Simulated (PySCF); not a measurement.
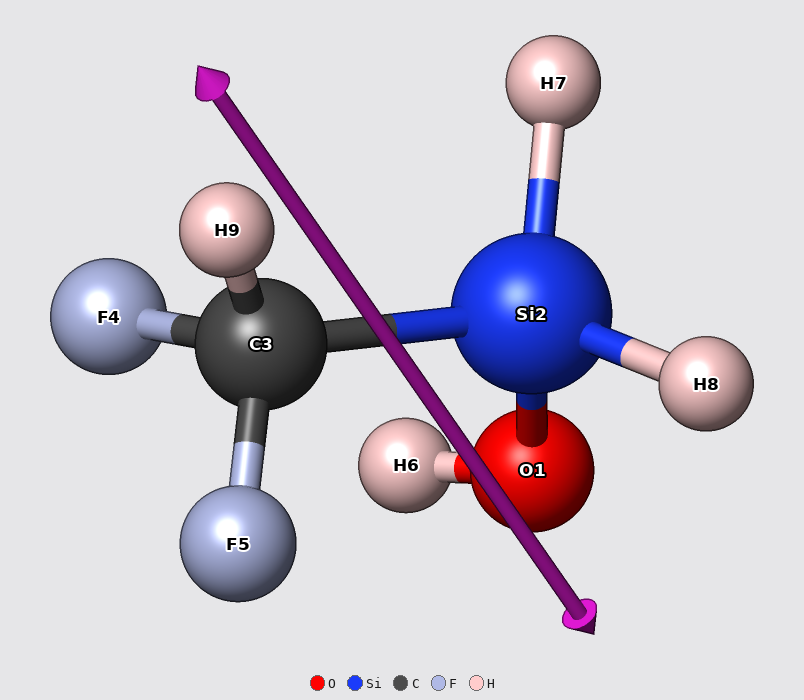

The double arrow shows the direction of the transition dipole to excited singlet state 3 (its length means nothing). Computed geometry: PBE0-D3(BJ)/def2-SVP optimisation. No frequency run is at hand to confirm it as a minimum. Method: TDDFT PBE0/def2-SVPD, vertical, gas phase, core orbitals frozen in the response (PySCF 2.14.0).

Give its energy, strength and character.

8.00 eV (155 nm), oscillator strength 0.045, mainly HOMO → LUMO+1 (weight 0.97); transition dipole 1.22 D.
